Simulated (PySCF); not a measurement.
**CF (SMILES [C]F) at UCAM-B3LYP/cc-pVTZ**

Aim: the vertical doublet–quartet gap of CF at UCAM-B3LYP/cc-pVTZ, from 2 runs. The job is set up through a Python script.

The calculation is run with PySCF 2.14.0.

6 further runs of the same task are left out: 6 set aside as unsound or not needed.

## (1) The structure to begin with

The species is CF (2 atoms), meant as a doublet with charge 0. SMILES: `[C]F`. The coordinates come from a PBE0-D4/def2-TZVP relaxation.

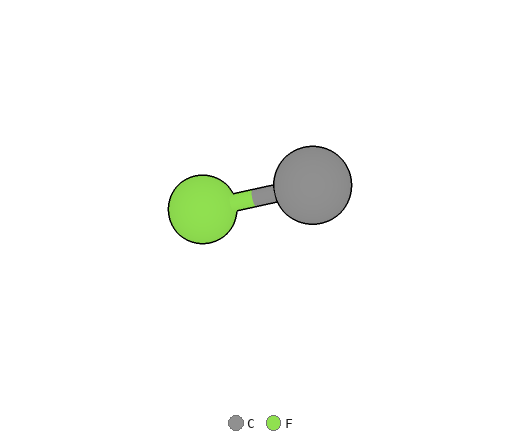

Viewed from a chosen angle; carbon grey, fluorine green.

## (2) The energy at UCAM-B3LYP/cc-pVTZ

Input file input.py:

```python
from pyscf import gto, dft

system = gto.M(
    atom='C -0.000000 0.000000 0.003080; F 0.000000 -0.000000 1.271320',
    max_memory=1860,
    basis='cc-pvtz',
    verbose=3,
    spin=1,
)

calc0 = dft.UKS(system, xc='cam-b3lyp')
calc0.grids.level = 5
calc0.conv_tol = 1e-10
calc0.kernel()
if not calc0.converged:
    calc0 = calc0.newton().run(calc0.mo_coeff, calc0.mo_occ)

e_final = calc0.e_tot
print('E(%s) = %.9f' % ('CAM-B3LYP', e_final))
```

Command:

```console
OMP_NUM_THREADS=1 python input.py
```

Output:

```text
WARN: HOMO -0.0788894108976171 >= LUMO -0.0788894108976166

converged SCF energy = -137.792008297627  <S^2> = 0.75363519  2S+1 = 2.0036319
E(CAM-B3LYP) = -137.792008298
```

Run time: 6.6 s. Hardware: 1 thread of Arm Neoverse V2, shared host; peak memory 0.29 GiB.

## (3) The quartet at the same level

Input file job.py:

```python
from pyscf import gto, dft

molecule = gto.M(
    atom=[
    ('C', (-0.000000, 0.000000, 0.003080)),
    ('F', (0.000000, -0.000000, 1.271320)),
],
    verbose=4,
    max_memory=1860,
    basis='cc-pvtz',
    charge=0,
    spin=3,
)

calc0 = dft.UKS(molecule, xc='cam-b3lyp')
calc0.grids.level = 5
calc0.conv_tol = 1e-10
calc0.kernel()
if not calc0.converged:
    calc0 = calc0.newton().run(calc0.mo_coeff, calc0.mo_occ)

etot = calc0.e_tot
print(f'total energy: {etot:.8f} hartree')
```

Command:

```console
OMP_NUM_THREADS=1 python job.py
```

Output:

```text
PySCF version 2.14.0

[INPUT] num. atoms = 2
[INPUT] num. electrons = 15
[INPUT] charge = 0
[INPUT] spin (= nelec alpha-beta = 2S) = 3
[INPUT] symmetry False subgroup None
[INPUT] Mole.unit = angstrom
[INPUT] Symbol           X                Y                Z      unit          X                Y                Z       unit  Magmom
[INPUT]  1 C      0.000000000000   0.000000000000   0.003080000000 AA    0.000000000000   0.000000000000   0.005820356464 Bohr   0.0
[INPUT]  2 F      0.000000000000   0.000000000000   1.271320000000 AA    0.000000000000   0.000000000000   2.402446616682 Bohr   0.0

nuclear repulsion = 22.5316733344477
number of shells = 18
number of NR pGTOs = 84
number of NR cGTOs = 60
basis = cc-pvtz
ecp = {}

[... 34 lines left out ...]
WARN: HOMO -0.078889410897591 >= LUMO -0.398054499269623
[... 42 lines left out ...]
converged SCF energy = -137.653675450751  <S^2> = 3.7529127  2S+1 = 4.0014561
total energy: -137.65367545 hartree
```

Run time: 6.3 s. Hardware: 1 thread of Arm Neoverse V2, shared host; peak memory 0.3 GiB.

## (4) Summary of results

Level: UCAM-B3LYP/cc-pVTZ.

| quantity | value |
| --- | --- |
| doublet: total energy | -137.79201 Eh |
| doublet: dipole moment | 0.78 D |
| doublet: HOMO energy (highest over α and β) | -7.69 eV |
| doublet: LUMO energy (lowest over α and β) | -1.33 eV |
| doublet: ⟨S²⟩ | 0.754 |
| quartet: total energy | -137.65368 Eh |
| quartet: dipole moment | 0.47 D |
| quartet: HOMO energy (highest over α and β) | -8.13 eV |
| quartet: LUMO energy (lowest over α and β) | -4.90 eV |
| quartet: ⟨S²⟩ | 3.753 |
| vertical energy of the quartet above the doublet | 3.764 eV |

At this shape the quartet lies 3.76 eV (363 kJ/mol) above the doublet.
